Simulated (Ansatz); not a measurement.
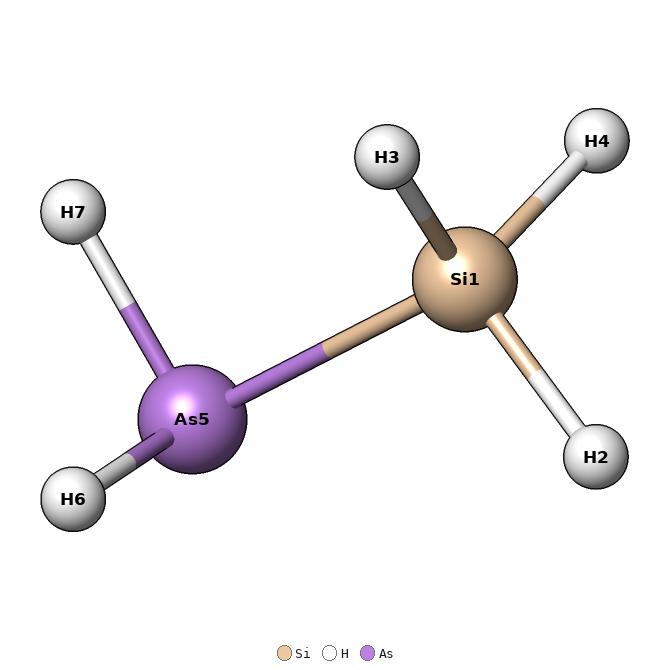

Harmonic vibrations computed with RKS PBE0-D4/def2-TZVP (Ansatz 0.2.0) at a stationary point of the same level.

Question: Minimum or transition state?

Answer: A minimum: no imaginary frequency, and the lowest mode lies at 153 cm⁻¹.

Question: List the wavenumbers.

Answer: 15 modes: 153, 361, 437, 454, 670, 721, 887, 937, 946, 984, 2207, 2217, 2221, 2235, 2237 cm⁻¹.
